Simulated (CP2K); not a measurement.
# C3H8Ge (GeH2Me(vinyl)): GFN2-xTB

Aim: the energy difference between two shapes of C3H8Ge (GeH2Me(vinyl)) at GFN2-xTB, from 2 runs. 

The calculation is run with CP2K 2026.2.

5 further runs of the same task are left out: 2 that didn't finish, 3 set aside as unsound or not needed.

## (1) The system as given

C3H8Ge has 12 atoms, charge 0, and is taken as a singlet. As SMILES, `[H][Ge]([H])([CH3])[CH]=C`. The shape comes from GFN2-xTB, which is rough for such elements, and wasn't checked as a minimum. This is one conformer, not always the lowest.

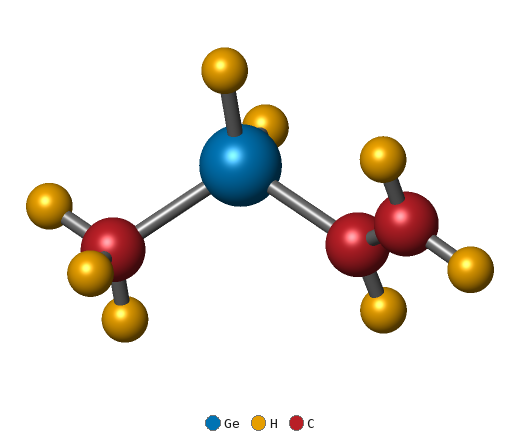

Viewed from a chosen angle; germanium blue, hydrogen amber, carbon red.

## (2) Energy and forces at GFN2-xTB

job.inp

```
&global
    project_name job
    run_type ENERGY_FORCE
    print_level MEDIUM
&end

&force_eval
    method QS
    &dft
        ! Quickstep
        &qs
            method XTB
            eps_default 1.0E-10
            &xtb
                gfn_type TBLITE
                &tblite
                    method GFN2
                &end
                check_atomic_charges F
            &end
        &end
        &poisson
            periodic NONE
            poisson_solver ANALYTIC
        &end
        ! self-consistent field
        &scf
            scf_guess ATOMIC
            eps_scf 1.0E-06
            max_scf 150
            added_mos 2
            &diagonalization
                algorithm STANDARD
            &end
            &mixing
                method DIRECT_P_MIXING
                alpha 0.4
            &end
            &smear ON
                method FERMI_DIRAC
                electronic_temperature [K] 300
            &end
        &end
        &print
            &moments
                periodic F
                reference COM
                max_moment 1
            &end
            &mo ON
                energies T
                occupation_numbers T
                ndigits 6
                &each
                    qs_scf 0
                &end
                add_last NUMERIC
            &end
            &hirshfeld OFF
            &end
        &end
    &end
    ! structure
    &subsys
        &cell
            abc 13.6 15.8 13.3
            periodic NONE
        &end
        &coord
            Ge     7.137710     8.272470     6.803485
            H      7.070600     8.268540     8.306075
            H      8.595560     8.202080     6.430065
            C      6.365320     9.934150     6.080905
            H      6.918610    10.802280     6.427405
            H      5.330120    10.041720     6.394445
            H      6.389850     9.927880     4.993925
            C      6.217710     6.694460     6.117215
            C      5.511250     5.859340     6.860285
            H      6.292590     6.512670     5.050885
            H      5.411110     6.005970     7.924875
            H      5.004440     4.997720     6.450765
        &end
    &end
    &print
        &forces ON
        &end
    &end
&end
```

Launch:

```
$ OMP_NUM_THREADS=1 cp2k.psmp job.inp > job.out
```

What it wrote:

```text
CP2K| version string:                                       CP2K version 2026.2
[...]
 GLOBAL| Method name                                                        CP2K
[...]
 GLOBAL| Run type                                                   ENERGY_FORCE
[...]
                             - Atoms:                                         12
[...]
                             - Spherical basis functions:                     29
[...]
 Number of electrons:                                                         24
[...]
  *** SCF run converged in    13 steps ***
[...]
  Fermi energy:                                                -0.25381046703213
[...]
 TB_DIPOLE| Moment [Debye]         -0.20433385       0.23855314      -0.11781993
 TB_DIPOLE| Derivative [a.u.]       0.00000000       0.00000000       0.00000000
[...]
 ENERGY| Total FORCE_EVAL ( QS ) energy [hartree]            -12.365842464665965
 FORCES| Atomic forces [hartree/bohr]
 FORCES|   Atom     x               y               z               |f|
 FORCES|      1  3.37136002E-06 -9.02877188E-05 -2.81195557E-05   9.46253013E-05
 FORCES|      2  3.14303056E-05  6.61799604E-06  1.10904973E-05   3.39803047E-05
 FORCES|      3  5.77101086E-05  1.03805501E-05  1.67195004E-05   6.09733889E-05
 FORCES|      4 -1.00678279E-04 -8.69939623E-05 -1.13055232E-04   1.74601119E-04
 FORCES|      5  2.21588478E-05  1.72482660E-04  4.78953081E-05   1.80375284E-04
 FORCES|      6 -9.47870533E-06 -6.61152477E-05 -2.65247533E-05   7.18653906E-05
 FORCES|      7  5.69730888E-05 -4.07082626E-05  4.10215768E-05   8.11533441E-05
 FORCES|      8  7.33980066E-05  6.83479872E-05 -2.99559494E-04   3.15902841E-04
 FORCES|      9 -1.36034395E-04 -3.47288908E-05  1.19410163E-04   1.84310172E-04
 FORCES|     10 -2.94131708E-05  1.16467437E-04  2.78346407E-04   3.03160883E-04
 FORCES|     11  3.83638685E-05 -1.04790519E-04 -8.48722084E-05   1.40200324E-04
 FORCES|     12 -7.80103618E-06  4.93279710E-05  3.76477890E-05   6.25416734E-05
 FORCES| Sum     2.59937471E-17 -1.05167611E-17  3.79674048E-17
[...]
```

It took 0.22 s on 1 thread of Arm Neoverse V2, shared host.

## (3) The distorted shape, same level

calc.inp

```
&global
 project calc
 run_type ENERGY_FORCE
 print_level MEDIUM
&end global

&force_eval
 method QS
 &dft
  charge 0
  multiplicity 1
  &qs
   method XTB
   eps_default 1.0E-10
   &xtb
    gfn_type TBLITE
    &tblite
     method GFN2
    &end tblite
    check_atomic_charges F
   &end xtb
  &end qs
  &poisson
   periodic NONE
   poisson_solver ANALYTIC
  &end poisson
  &scf
   scf_guess ATOMIC
   eps_scf 1.0E-06
   max_scf 150
   added_mos 2
   &diagonalization
    algorithm STANDARD
   &end diagonalization
   &mixing
    method DIRECT_P_MIXING
    alpha 0.4
   &end mixing
   &smear ON
    method FERMI_DIRAC
    electronic_temperature [K] 300
   &end smear
  &end scf
  &print
   &moments
    periodic F
    reference COM
    max_moment 1
   &end moments
   &mo ON
    energies T
    occupation_numbers T
    ndigits 6
    &each
     qs_scf 0
    &end each
    add_last NUMERIC
   &end mo
   &hirshfeld OFF
   &end hirshfeld
  &end print
 &end dft
 &subsys
  &cell
   abc [angstrom] 13.5 15.9 13.3
   periodic NONE
  &end cell
  &coord
   Ge     7.064132     8.362910     6.861281
   H      6.944231     8.261792     8.322138
   H      8.499273     8.309314     6.364281
   C      6.233754    10.079483     6.167817
   H      6.717125    10.887155     6.529291
   H      5.140400    10.048920     6.443370
   H      6.118545    10.014970     4.977862
   C      6.056075     6.822363     6.137537
   C      5.426678     5.910322     6.902473
   H      6.156639     6.622998     5.134503
   H      5.199692     6.061080     7.942746
   H      5.000727     5.012846     6.540557
  &end coord
 &end subsys
 &print
  &forces ON
  &end forces
 &end print
&end force_eval
```

Launch:

```
$ OMP_NUM_THREADS=1 cp2k.psmp -i calc.inp > calc.out 2>&1
```

What it wrote:

```text
CP2K| version string:                                       CP2K version 2026.2
[...]
 GLOBAL| Method name                                                        CP2K
[...]
 GLOBAL| Run type                                                   ENERGY_FORCE
[...]
                             - Atoms:                                         12
[...]
                             - Spherical basis functions:                     29
[...]
 Number of electrons:                                                         24
[...]
  *** SCF run converged in    13 steps ***
[...]
  Fermi energy:                                                -0.25864854389881
[...]
 TB_DIPOLE| Moment [Debye]          0.03369184       0.31874680       0.08970748
 TB_DIPOLE| Derivative [a.u.]       0.00000000       0.00000000       0.00000000
[...]
 ENERGY| Total FORCE_EVAL ( QS ) energy [hartree]            -12.345479596172213
 FORCES| Atomic forces [hartree/bohr]
 FORCES|   Atom     x               y               z               |f|
 FORCES|      1 -1.53434703E-02  6.95641488E-03 -2.40426085E-02   2.93574660E-02
 FORCES|      2  3.49075004E-03  1.31842369E-03  1.08701489E-02   1.14927679E-02
 FORCES|      3 -3.31153200E-03 -1.52048438E-03  4.46234023E-03   5.76112813E-03
 FORCES|      4 -5.48452120E-02 -7.18834937E-02 -5.38304395E-02   1.05228086E-01
 FORCES|      5  2.31015709E-02  4.85371521E-02  1.22676990E-02   5.51365047E-02
 FORCES|      6  2.15741015E-02  5.30383322E-03  3.77689244E-03   2.25352484E-02
 FORCES|      7  1.61733296E-02  7.68257615E-03  4.53876633E-02   4.87917876E-02
 FORCES|      8 -5.81069040E-03 -9.46509088E-03  5.53097260E-02   5.64138091E-02
 FORCES|      9  8.81795648E-03  2.79688975E-02 -6.86762600E-03   3.01194268E-02
 FORCES|     10  4.87426098E-03 -7.91415137E-03 -3.97235514E-02   4.07964796E-02
 FORCES|     11  7.26024968E-03  4.42143904E-03  4.78563526E-03   9.75513473E-03
 FORCES|     12 -5.98131442E-03 -1.14055161E-02 -1.23958797E-02   1.78751155E-02
 FORCES| Sum    -1.43114687E-16 -9.54097912E-17 -7.80625564E-17
[...]
```

Run time: 0.22 s. Hardware: 1 thread of Arm Neoverse V2, shared host.

## (4) Results

At GFN2-xTB:

| quantity | value |
| --- | --- |
| first shape: total energy | -12.36584 Eh |
| first shape: dipole moment (from atomic charges alone) | 0.34 D |
| first shape: HOMO energy | -10.95 eV |
| first shape: LUMO energy | -6.01 eV |
| first shape: HOMO–LUMO gap | 4.94 eV |
| first shape: largest force on an atom | 0.016 eV/Å |
| distorted shape: total energy | -12.34548 Eh |
| distorted shape: dipole moment (from atomic charges alone) | 0.33 D |
| distorted shape: HOMO energy | -10.72 eV |
| distorted shape: LUMO energy | -6.14 eV |
| distorted shape: HOMO–LUMO gap | 4.58 eV |
| distorted shape: largest force on an atom | 5.411 eV/Å |
| energy change with the atoms displaced | 0.554 eV |

What this shows: With the atoms displaced the energy rises by 0.55 eV (53.5 kJ/mol). The dipole (first shape) comes from point charges on the atoms alone, without atomic dipoles, so it is partial. The dipole (distorted shape) comes from point charges on the atoms alone, without atomic dipoles, so it is partial.
